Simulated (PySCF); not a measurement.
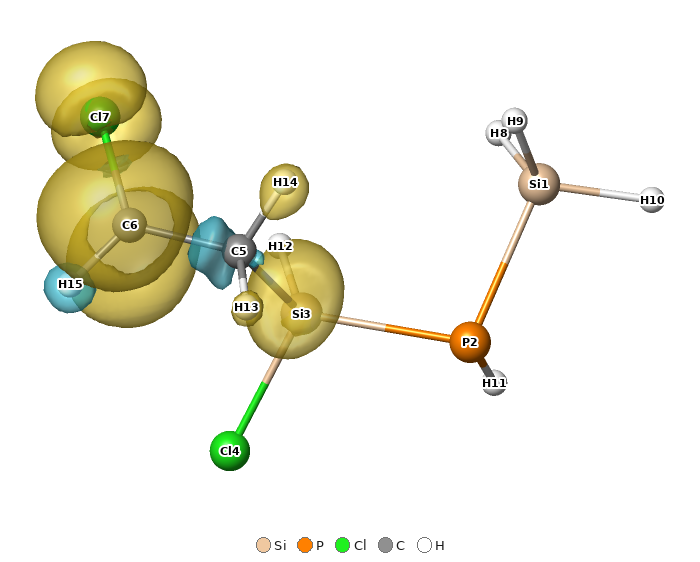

Figure 1: C2H8Cl2PSi2 (doublet). Isosurfaces of the spin density at +0.02 (yellow) and −0.02 e/Å³ (cyan), seen at a tilt.

Geometry: GFN2-xTB.

All numbers below come from UKS B3LYP, pcH-1 on C Cl H P Si, non-relativistic, mean-field spin-orbit, GIAO in PySCF.

```yaml
atoms:
  - { symbol: Si, position_ang: [2.7294, -0.2316, 0.3101] }
  - { symbol: P, position_ang: [1.3410, -0.5441, -1.4153] }
  - { symbol: Si, position_ang: [-0.4937, 0.5245, -0.7013] }
  - { symbol: Cl, position_ang: [-1.6858, 0.9341, -2.2736] }
  - { symbol: C, position_ang: [-1.4366, -0.7108, 0.4703] }
  - { symbol: C, position_ang: [-2.6331, -0.1071, 1.0431] }
  - { symbol: Cl, position_ang: [-2.4512, 1.0054, 2.3206] }
  - { symbol: H, position_ang: [2.6743, 1.1249, 0.8623] }
  - { symbol: H, position_ang: [2.3432, -1.1965, 1.3384] }
  - { symbol: H, position_ang: [4.0745, -0.5059, -0.1921] }
  - { symbol: H, position_ang: [1.8033, 0.5174, -2.1681] }
  - { symbol: H, position_ang: [-0.2848, 1.7867, 0.0141] }
  - { symbol: H, position_ang: [-1.7121, -1.5888, -0.1146] }
  - { symbol: H, position_ang: [-0.7431, -1.0208, 1.2520] }
  - { symbol: H, position_ang: [-3.5297, 0.0204, 0.4623] }
```

Which atoms carry the spin?

The unpaired spin (1 electron) lies mostly on C6 (about 0.6) and Cl7 (about 0.1), in electrons by Hirshfeld's partition.
